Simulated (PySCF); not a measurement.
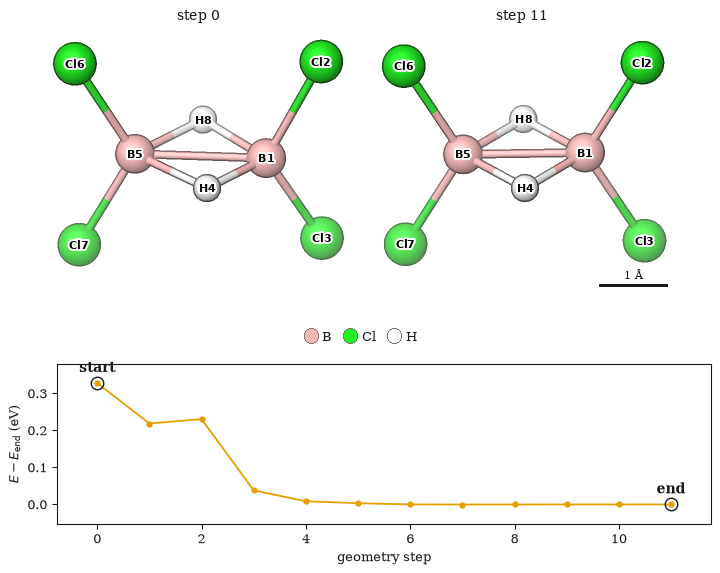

First and last geometry of a relaxation of B2H2Cl4, with the history of the run. The picture is a ball-and-stick view, seen at a tilt.

The start comes from GFN1-xTB. Its atoms were then displaced at random by about 0.03 Å.

All numbers below come from PySCF, PBE0-D3(BJ)/def2-SVP geometry optimisation, gas phase. 

**What do the curves and the structures tell?**

It converged. After 11 geometry steps the energy has fallen by 0.328 eV. B1 moves most after the best rigid fit: 0.11 Å. Largest moves by element: B 0.11 Å, Cl 0.09 Å, H 0.07 Å. Some distances before and after: B1–B5 1.944 → 1.807 Å, H4–B5 1.475 → 1.345 Å, B1–Cl3 1.670 → 1.763 Å, B1–H4 1.288 → 1.345 Å. Among the angles between lasting bonds that change: H4–B5–H8 86.5° → 95.6°, B1–B5–H4 41.5° → 47.8°, Cl2–B1–H8 103.4° → 109.3°.
